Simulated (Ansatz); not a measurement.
## Fields on a plane of Al2Au (fluorite type, space group Fm-3m)

```
CELL_PARAMETERS angstrom
      0.00000     2.97832     2.97832
      2.97832     0.00000     2.97832
      2.97832     2.97832     0.00000
ATOMIC_POSITIONS crystal
  Al 0.25000 0.25000 0.25000
  Al 0.75000 0.75000 0.75000
  Au 0.00000 0.00000 0.00000
```

The slice is a {111} plane (indices of the conventional cell) through the point (0.000, 0.000, 0.000) (fractional), spanned by u = [100] and v = [-1 2 0] in vectors of this cell: u (4.21 Å) and v (7.30 Å, at 90° to u). It covers one period; positions are fractions (u, v).

Atoms on it: Au at (0.00, 0.00); Au at (0.50, 0.50). Other atoms lie within 1 Å of the plane.

Level of theory: LDA (plane waves to 420 eV, PAW, scalar-relativistic; Ansatz, an electronic-structure program). k mesh 14×14×14. Near the nuclei the fields are pseudised (PAW); where an atom keeps semicore shells as valence, they peak there. Al2Au was relaxed with its symmetry unable to fall. Spin-orbit coupling is left out, though Au is heavy.

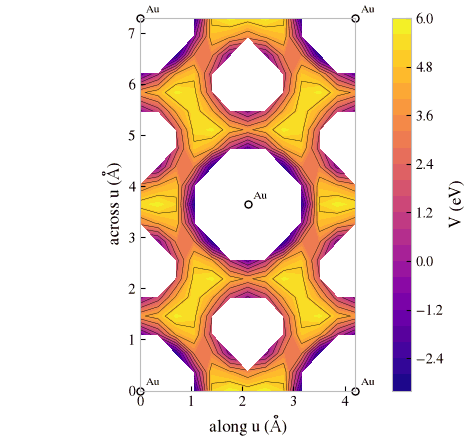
Electrostatic potential energy of an electron, from the cell's mean, in eV, one period of the plane, atoms marked. Points within 1 Å of a nucleus are left white, as the pseudised field means little there. Values under -3 eV are set to -3. The zero, the cell's mean, hangs on the PAW cores.

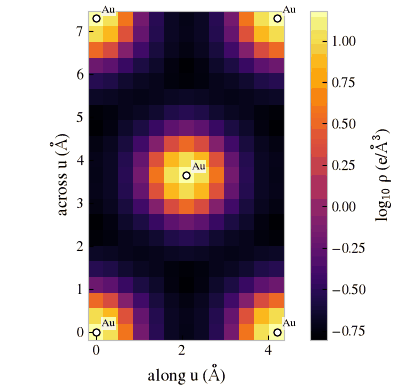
Log₁₀ of the valence density in e/Å³, one period of the plane, atoms marked. The scale is logarithmic, as a density can span decades between atoms and voids.
